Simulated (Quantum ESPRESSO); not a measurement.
**Collinear magnetic orders of BaMn2Sb2 with Quantum ESPRESSO**

Does BaMn2Sb2 prefer parallel or opposed moments, or none?

Method: LDA; plane waves with GBRV 1.5 LDA potentials, no spin-orbit coupling, in Quantum ESPRESSO 7.5.

### 1. Set-up

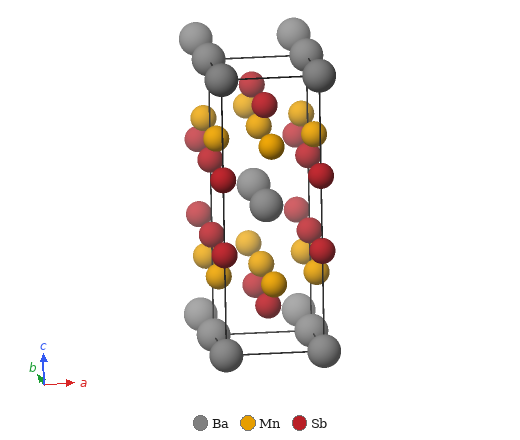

The cell as given, slightly off an axis (barium grey, manganese orange, antimony red). 1×2×1 cells are drawn. This picture shows the conventional cell, with its axes. Some periodic images of atoms are drawn too.

The cell comes from Materials Project 2023-11-01, a database of computed structures, and need not be the stable phase.

### 2. Start 1: ferro ++

The signs are those of the starting moments on the seeded atoms, the atoms that are given a moment.

Contents of pw.in:

```
&CONTROL
  calculation = 'scf'
  prefix = 'pwscf'
  outdir = './tmp'
  pseudo_dir = './pseudo'
  disk_io = 'nowf'
/
&SYSTEM
  ibrav = 0
  celldm(1) = 8
  nat = 5
  ntyp = 3
  ecutwfc = 40
  ecutrho = 280
  nbnd = 49
  occupations = 'smearing'
  smearing = 'fd'
  degauss = 0.00734986
  nspin = 2
  starting_magnetization(1) = 0
  starting_magnetization(2) = 0.2333
  starting_magnetization(3) = 0
/
&ELECTRONS
  conv_thr = 1d-08
  electron_maxstep = 150
  mixing_beta = 0.3
/
ATOMIC_SPECIES
Ba    137.3270 ba_lda_v1.uspp.F.UPF
Mn     54.9380 mn_lda_v1.5.uspp.F.UPF
Sb    121.7600 sb_lda_v1.4.uspp.F.UPF
CELL_PARAMETERS alat
  -0.5350648500468    0.5350648500468    1.5287676478349
   0.5350648500468   -0.5350648500468    1.5287676478349
   0.5350648500468    0.5350648500468   -1.5287676478349
ATOMIC_POSITIONS crystal
Ba      0.0000000000    0.0000000000    0.0000000000
Mn      0.7500000000    0.2500000000    0.5000000000
Mn      0.2500000000    0.7500000000    0.5000000000
Sb      0.6362330000    0.6362330000    0.0000000000
Sb      0.3637670000    0.3637670000    0.0000000000
K_POINTS automatic
8 8 8 0 0 0
```

On the command line:

```sh
> OMP_NUM_THREADS=1 mpirun -n 4 pw.x -nk 4 -in pw.in > pw.out
```

The program printed:

```text
Program PWSCF v.7.5 starts

     Message from routine setup:
     using ibrav=0 with symmetry is DISCOURAGED, use correct ibrav instead

     K-points division:     npool     =       4
     Subspace diagonalization in iterative solution of the eigenvalue problem:

     G-vector sticks info
     --------------------
     sticks:   dense  smooth     PW     G-vecs:    dense   smooth      PW
     Sum        3309    1889    639                70853    30689    6101

     Using Slab Decomposition

     bravais-lattice index     =            0
     lattice parameter (alat)  =       8.0000  a.u.
     unit-cell volume          =     896.3637 (a.u.)^3
     number of atoms/cell      =            5
     number of atomic types    =            3
     number of electrons       =        70.00
     number of Kohn-Sham states=           49
     kinetic-energy cutoff     =      40.0000  Ry
     charge density cutoff     =     280.0000  Ry
     scf convergence threshold =      1.0E-08
     mixing beta               =       0.3000
     number of iterations used =            8  plain     mixing
     Exchange-correlation=  SLA  PZ   NOGX NOGC
                           (   1   1   0   0   0   0   0)

     celldm(1)=   8.000000  celldm(2)=   0.000000  celldm(3)=   0.000000
     celldm(4)=   0.000000  celldm(5)=   0.000000  celldm(6)=   0.000000

     crystal axes: (cart. coord. in units of alat)
               a(1) = (  -0.535065   0.535065   1.528768 )
               a(2) = (   0.535065  -0.535065   1.528768 )
               a(3) = (   0.535065   0.535065  -1.528768 )

     reciprocal axes: (cart. coord. in units 2 pi/alat)
               b(1) = ( -0.000000  0.934466  0.327061 )
               b(2) = (  0.934466 -0.000000  0.327061 )
               b(3) = (  0.934466  0.934466  0.000000 )

     PseudoPot. # 1 for Ba read from file:
     ba_lda_v1.uspp.F.UPF
     Pseudo is Ultrasoft + core correction, Zval = 10.0
     Generated by new atomic code, or converted to UPF format
     Using radial grid of  907 points,  7 beta functions with:
                l(1) =   0
                l(2) =   0
                l(3) =   1
                l(4) =   1
                l(5) =   2
                l(6) =   2
                l(7) =   3
     Q(r) pseudized with  6 coefficients,  rinner =    1.700   1.700   1.700
                                                       1.700   1.700   1.700
                                                       1.700

     PseudoPot. # 2 for Mn read from file:
     mn_lda_v1.5.uspp.F.UPF
     Pseudo is Ultrasoft + core correction, Zval = 15.0
     Generated by new atomic code, or converted to UPF format
     Using radial grid of  859 points,  6 beta functions with:
                l(1) =   0
                l(2) =   0
                l(3) =   1
                l(4) =   1
                l(5) =   2
                l(6) =   2
     Q(r) pseudized with  8 coefficients,  rinner =    0.950   0.950   0.950
                                                       0.950   0.950

     PseudoPot. # 3 for Sb read from file:
     sb_lda_v1.4.uspp.F.UPF
     Pseudo is Ultrasoft + core correction, Zval = 15.0
     Generated by new atomic code, or converted to UPF format
     Using radial grid of  891 points,  6 beta functions with:
                l(1) =   0
                l(2) =   0
                l(3) =   1
                l(4) =   1
                l(5) =   2
                l(6) =   2
     Q(r) pseudized with  8 coefficients,  rinner =    1.350   1.350   1.350
                                                       1.350   1.350

     atomic species   valence    mass     pseudopotential
     Ba               10.00   137.32700     Ba( 1.00)
     Mn               15.00    54.93800     Mn( 1.00)
     Sb               15.00   121.76000     Sb( 1.00)

     Starting magnetic structure
     atomic species   magnetization
     Ba              0.000
     Mn              0.233
     Sb              0.000

     16 Sym. Ops., with inversion, found

   Cartesian axes

     site n.     atom                  positions (alat units)
         1        Ba     tau(   1) = (   0.0000000   0.0000000   0.0000000  )
         2        Mn     tau(   2) = (   0.0000000   0.5350649   0.7643838  )
         3        Mn     tau(   3) = (   0.5350649   0.0000000   0.7643838  )
         4        Sb     tau(   4) = (   0.0000000   0.0000000   1.9453049  )
         5        Sb     tau(   5) = (   0.0000000   0.0000000   1.1122304  )

     number of k points=    59  Fermi-Dirac smearing, width (Ry)=  0.0073
                       cart. coord. in units 2pi/alat
        k(    1) = (   0.0000000   0.0000000   0.0000000), wk =   0.0019531
        k(    2) = (   0.1168083   0.1168083   0.0000000), wk =   0.0078125
        k(    3) = (   0.2336165   0.2336165   0.0000000), wk =   0.0078125
        k(    4) = (   0.3504248   0.3504248   0.0000000), wk =   0.0078125
        k(    5) = (  -0.4672331  -0.4672331   0.0000000), wk =   0.0039062
        [... 54 further k-points ...]

     Dense  grid:    70853 G-vectors     FFT dimensions: (  75,  75,  75)

     Smooth grid:    30689 G-vectors     FFT dimensions: (  60,  60,  60)

     Check: negative core charge=   -0.000022
     Generating pointlists ...
     new r_m :   0.3563 (alat units)  2.8504 (a.u.) for type    1
     new r_m :   0.2633 (alat units)  2.1060 (a.u.) for type    2
     new r_m :   0.2633 (alat units)  2.1060 (a.u.) for type    3

     Initial potential from superposition of free atoms

     starting charge      66.9871, renormalised to      70.0000

     negative rho (up, down):  5.190E-02 5.191E-02
     Starting wfcs are   57 randomized atomic wfcs

     Self-consistent Calculation

     iteration #  1     ecut=    40.00 Ry     beta= 0.30
     Davidson diagonalization with overlap
     ethr =  1.00E-02,  avg # of iterations =  4.3

     negative rho (up, down):  4.683E-02 4.695E-02

     total energy              =    -856.00908102 Ry
     estimated scf accuracy    <      16.79381018 Ry

     total magnetization       =     3.29 Bohr mag/cell
     absolute magnetization    =     3.52 Bohr mag/cell

     iteration #  2     ecut=    40.00 Ry     beta= 0.30
     Davidson diagonalization with overlap
     ethr =  1.00E-02,  avg # of iterations =  3.6

     negative rho (up, down):  4.623E-02 4.632E-02

     total energy              =    -859.15070654 Ry
     estimated scf accuracy    <      44.76779203 Ry

     total magnetization       =     0.43 Bohr mag/cell
     absolute magnetization    =     0.52 Bohr mag/cell

     iteration #  3     ecut=    40.00 Ry     beta= 0.30
     Davidson diagonalization with overlap
     ethr =  1.00E-02,  avg # of iterations =  2.0

     negative rho (up, down):  4.564E-02 4.574E-02

     total energy              =    -861.87025954 Ry
     estimated scf accuracy    <       0.67050324 Ry

     total magnetization       =     5.40 Bohr mag/cell
     absolute magnetization    =     5.78 Bohr mag/cell

     [... further iterations left out ...]

     iteration # 12     ecut=    40.00 Ry     beta= 0.30
     Davidson diagonalization with overlap
     ethr =  7.27E-08,  avg # of iterations =  3.0

     negative rho (up, down):  4.501E-02 4.559E-02

     total energy              =    -861.92043053 Ry
     estimated scf accuracy    <       0.00000280 Ry

     total magnetization       =     7.30 Bohr mag/cell
     absolute magnetization    =     7.64 Bohr mag/cell

     iteration # 13     ecut=    40.00 Ry     beta= 0.30
     Davidson diagonalization with overlap
     ethr =  3.99E-09,  avg # of iterations =  3.3

     negative rho (up, down):  4.502E-02 4.560E-02

     total energy              =    -861.92043109 Ry
     estimated scf accuracy    <       0.00000038 Ry

     total magnetization       =     7.30 Bohr mag/cell
     absolute magnetization    =     7.64 Bohr mag/cell

     iteration # 14     ecut=    40.00 Ry     beta= 0.30
     Davidson diagonalization with overlap
     ethr =  5.43E-10,  avg # of iterations =  2.0

     negative rho (up, down):  4.502E-02 4.560E-02

     total energy              =    -861.92043116 Ry
     estimated scf accuracy    <       0.00000008 Ry

     total magnetization       =     7.30 Bohr mag/cell
     absolute magnetization    =     7.64 Bohr mag/cell

     iteration # 15     ecut=    40.00 Ry     beta= 0.30
     Davidson diagonalization with overlap
     ethr =  1.08E-10,  avg # of iterations =  2.4

     negative rho (up, down):  4.502E-02 4.560E-02

     Magnetic moment per site  (integrated on atomic sphere of radius R)
     atom   1 (R=0.356)  charge=  8.1944  magn=  0.0348
     atom   2 (R=0.263)  charge= 13.5344  magn=  3.4419
     atom   3 (R=0.263)  charge= 13.5344  magn=  3.4419
     atom   4 (R=0.263)  charge= 12.3056  magn= -0.0443
     atom   5 (R=0.263)  charge= 12.3056  magn= -0.0443

     End of self-consistent calculation

     Number of k-points >= 100: set verbosity='high' to print the bands.

     the Fermi energy is    10.4292 ev

!    total energy              =    -861.92043118 Ry
     estimated scf accuracy    <          6.8E-09 Ry
     smearing contrib. (-TS)   =      -0.01200708 Ry
     internal energy E=F+TS    =    -861.90842410 Ry

     The total energy is F=E-TS. E is the sum of the following terms:
     one-electron contribution =    -529.22208033 Ry
     hartree contribution      =     294.92665211 Ry
     xc contribution           =    -167.17640562 Ry
     ewald contribution        =    -460.43659025 Ry

     total magnetization       =     7.30 Bohr mag/cell
     absolute magnetization    =     7.64 Bohr mag/cell

     convergence has been achieved in  15 iterations

=------------------------------------------------------------------------------=
   JOB DONE.
=------------------------------------------------------------------------------=
```

The job ended after 3.4 min (4 MPI ranks of Intel Xeon Platinum 8559C (Emerald Rapids), shared host; peak memory 1.2 GiB; 14 min of CPU time).

Spin moment in the atom's sphere by atom:

| atom | spin moment in the atom's sphere (μB) |
| --- | --- |
| Ba1 | 0.03 |
| Mn2 | 3.44 |
| Mn3 | 3.44 |
| Sb4 | -0.04 |
| Sb5 | -0.04 |

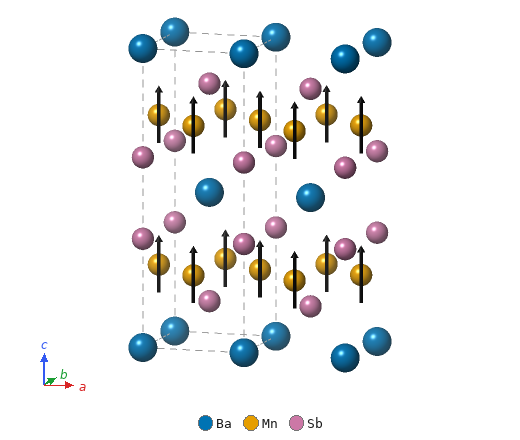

Spin moment in the atom's sphere as arrows, the longest 3.44 μB. Up and down stand for the sign. Arrows give size and sign along the axis of quantisation, drawn up and down the page. 2×1×1 conventional cells are drawn. Some periodic images of atoms are drawn too.

Read from the output:

- smearing term TS: 0.1634 eV
- magnetization: 7.303 μB
- absolute magnetization: 7.639 μB
- final state: ferromagnetic

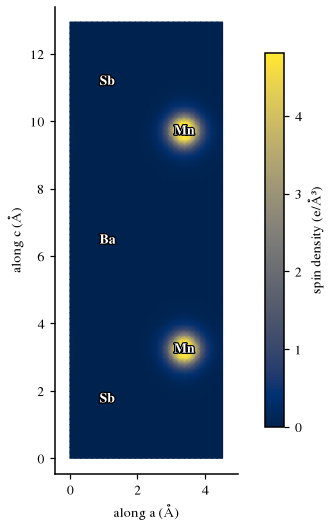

Spin density in the ac plane of the conventional cell at fractional y = 0.000, with atoms of Ba and Mn and Sb within 0.2 Å of it. The map starts off the cell's origin, so that atoms lie inside it.

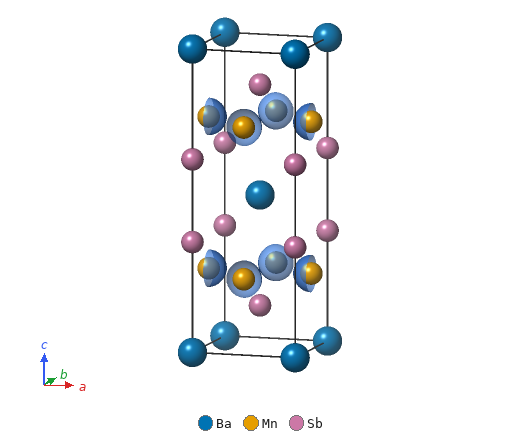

Surface of spin density = 0.39 e/Å³, which holds about 70 % of the integral of its size.

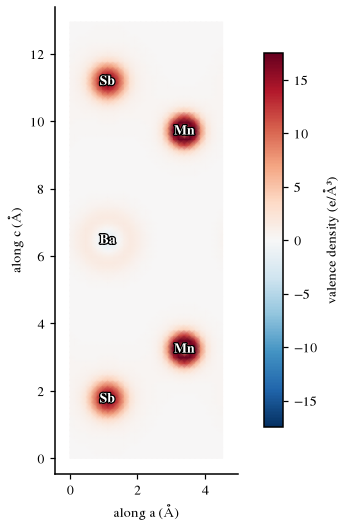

Valence density in the ac plane of the conventional cell at fractional y = 0.000, with atoms of Ba and Mn and Sb within 0.2 Å of it. It is the smooth field of the valence electrons, not physical close to the nuclei. The map starts off the cell's origin, so that atoms lie inside it.

(Part 1 of 2 ends here.)

[Logs and program files are shortened in this print: banners, set-up blocks, solver, clock and traceback lines can be left out without a mark of their own.]

[Logs are printed without paths, hosts, clocks, repeated set-up lines and the standing remarks that a program may print on its own settings, such as how far it seeks lower states.]

[Hosts, paths, dates, database ids (printed as entryN), source tags and the programs' standing remarks are cut or masked in the printed files.]

[Where a cell is said to come from a database of computed structures, the database is the Materials Project.]
